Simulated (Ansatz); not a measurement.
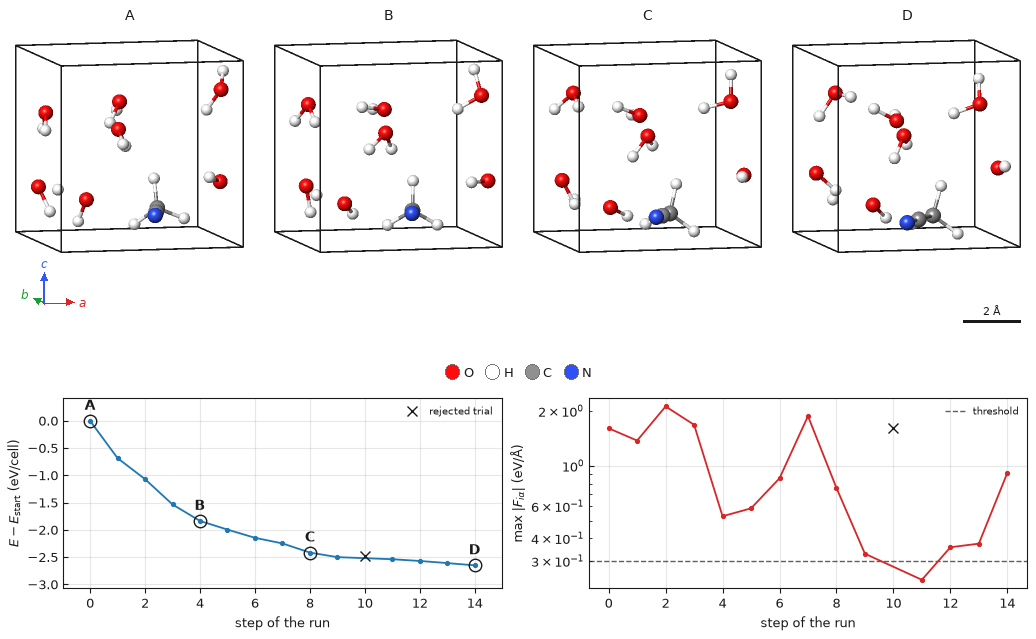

Frames of a relaxation of an amorphous cell of composition H15C2NO6, marked on the history of the run. A ball-and-stick model of the cell of the calculation, seen slightly off an axis.

The cell holds 6 H2O + 1 CH3CN. The run prepares the start of a later molecular dynamics calculation, from a guessed geometry.

Method: DFT PBE-D3(BJ), scalar-relativistic, plane waves, PAW in Ansatz.

The input:
```yaml
crystal:
  lattice:
    - [6.647137, 0.0, 0.0]
    - [0.0, 6.647137, 0.0]
    - [0.0, 0.0, 6.647137]
  atoms:
    - { symbol: O, position: [1.0034135, 0.5177646, 0.2941372] }
    - { symbol: H, position: [1.0566682, 0.4771142, 0.1647411] }
    - { symbol: H, position: [0.9167504, 0.407223, 0.3328922] }
    - { symbol: O, position: [0.0539143, 0.5584033, 0.6861063] }
    - { symbol: H, position: [0.0664097, 0.6663733, 0.5890588] }
    - { symbol: H, position: [0.0228879, 0.4414493, 0.6049213] }
    - { symbol: O, position: [0.4753426, 0.620006, 0.7265827] }
    - { symbol: H, position: [0.4927215, 0.7521216, 0.6676308] }
    - { symbol: H, position: [0.4038755, 0.544856, 0.6242264] }
    - { symbol: O, position: [0.162838, 0.1020535, 0.2665076] }
    - { symbol: H, position: [0.1360315, 0.1744764, 0.142943] }
    - { symbol: H, position: [0.2263953, -0.021281, 0.2219998] }
    - { symbol: O, position: [0.8874208, 0.0359038, 0.8452424] }
    - { symbol: H, position: [0.9255256, 0.1461836, 0.932525] }
    - { symbol: H, position: [0.8243296, 0.1012867, 0.7313281] }
    - { symbol: O, position: [0.3726453, 0.2341091, 0.623586] }
    - { symbol: H, position: [0.4325494, 0.3206696, 0.5228355] }
    - { symbol: H, position: [0.3653383, 0.1039841, 0.558425] }
    - { symbol: C, position: [0.6983837, 0.6826973, 0.1425679] }
    - { symbol: C, position: [0.6390282, 0.4711216, 0.1455776] }
    - { symbol: "N", position: [0.5911501, 0.3004579, 0.1480053] }
    - { symbol: H, position: [0.6962071, 0.7441415, 0.2948425] }
    - { symbol: H, position: [0.850043, 0.6979489, 0.0814571] }
    - { symbol: H, position: [0.5946658, 0.769132, 0.0490836] }
basis:
  ecutwfc: 420.0
kpoints:
  mp_grid: { grid: [1, 1, 1] }
hamiltonian:
  xc: pbe
  dispersion: d3bj
scf:
  occupations: { method: fermi_dirac, width: 0.05 }
  lower_state_search: "off"
relax:
  f_tol: 0.3
  max_steps: 15
  adjacent_minimum: "off"
```

Launched with:
```bash
ansatz run input.yaml --threads 1 --pin off --max-ram 3072MiB --backend cpu --events-out ev --progress --plain --runs-dir out
```

**What happens along the run?**

The relaxation stopped without meeting its thresholds, so the last structure isn't shown to be converged. It used up its limit of 15 steps. Over 13 accepted moves (14 points after the start) the energy falls by 2.649 eV per cell of the calculation. The largest force component goes from 1.6 to 0.91 eV/Å. The line search rejected the trial step at point 10 of the run. The forces were under the threshold at step 11, but the run went on from there. The atom that moves furthest is H6 (1.56 Å roughly along [1 0 1]). By element the largest moves are H 1.56 Å, N 0.95 Å, O 0.88 Å, C 0.59 Å. The lattice vectors keep their values. Among the contacts that change: O4–H5 0.969 → 0.999 Å, O10–H11 0.969 → 0.993 Å, C20–N21 1.178 → 1.162 Å, C19–C20 1.461 → 1.445 Å. Among the angles between lasting bonds that change: H5–O4–H6 104.0° → 101.4°, H2–O1–H3 104.0° → 101.9°. Cost: 29 s on 1 thread of Arm Neoverse V2, with other jobs on the host, peak memory 0.34 GiB. From step 0 to 4: H atoms move most (0.62 Å), energy −1.834 eV per cell of the calculation. From step 4 to 8: H atoms move most (0.58 Å), energy −0.580 eV per cell of the calculation. From step 8 to 14: H6 moves most (0.59 Å), energy −0.234 eV per cell of the calculation.

Limits of the set-up: the periodic images lie only 6.6 Å apart, so the values are limited by the cell's size.
